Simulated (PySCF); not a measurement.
H₃O, charge +1, SMILES `[OH3+]`.

Level of theory: B3LYP/6-31+G* (PySCF), at a geometry from GFN2-xTB. No frequency check shows the geometry to be a minimum.

Input

```python
import numpy as np
from pyscf import gto, scf, dft
from pyscf.scf import atom_ks, atom_hf
from scipy.linalg import block_diag

def solve(mol, dm0=None, hcore=None):
    mf = (dft.UKS if mol.spin else dft.RKS)(mol, xc='b3lyp')
    mf.grids.level = 3
    mf = mf.density_fit(auxbasis='def2-universal-jkfit')
    mf.conv_tol, mf.max_cycle = 1e-8, 80
    if hcore is not None:
        mf.get_hcore = lambda *args: hcore
    mf.kernel(dm0)
    if not mf.converged:
        mf = mf.newton().run(mf.mo_coeff, mf.mo_occ, max_cycle=30)
    assert mf.converged, 'SCF not converged'
    return mf

mol = gto.M(atom='''
O      0.00000     0.00000     0.07752
H      0.85298    -0.39891    -0.20672
H     -0.77197    -0.53924    -0.20671
H     -0.08103     0.93815    -0.20671
''', basis='6-31+g*', charge=1, spin=0, verbose=4)
mf = solve(mol)
mf.analyze()
# spherically averaged free atoms, for the promolecule
atm = atom_ks.get_atm_nrks(mol, xc='b3lyp')
pro = block_diag(*[(atm[a[0]][2] * atm[a[0]][3]) @ atm[a[0]][2].T for a in mol._atom])
np.savez('result.npz', e=mf.e_tot, c=mf.mo_coeff, occ=mf.mo_occ, eps=mf.mo_energy, pro=pro, dip=mf.dip_moment(verbose=0), s2=mf.spin_square()[0])
```

Launched as:

```sh
OMP_NUM_THREADS=1 python input.py
```

The run took 1.5 s on 1 thread of Intel(R) Xeon(R) 6975P-C (Granite Rapids), with other jobs on the host, peak memory 0.2 GiB.

Partitions, critical points and surface values were worked out afterwards from this run's density.

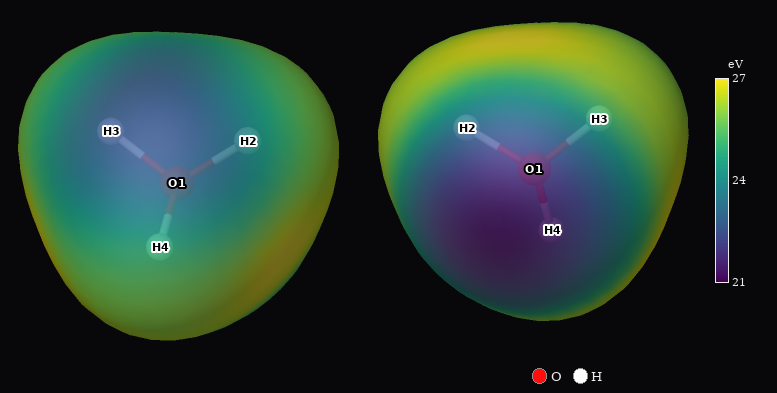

Average local ionisation energy on the surface of electron density 0.001 a.u. (back view left, front view right).

**Where are the most loosely bound electrons on this surface?**

The lowest value is 21.1 eV, 1.8 Å from O1. Further minima include 22.5 eV, near H2 (1.76 Å), H3 (1.78 Å), O1 (1.82 Å) and H4 (1.88 Å). For comparison, the highest occupied orbital lies at −20.4 eV.

**What volume does the surface enclose?**

About 25 Å³.
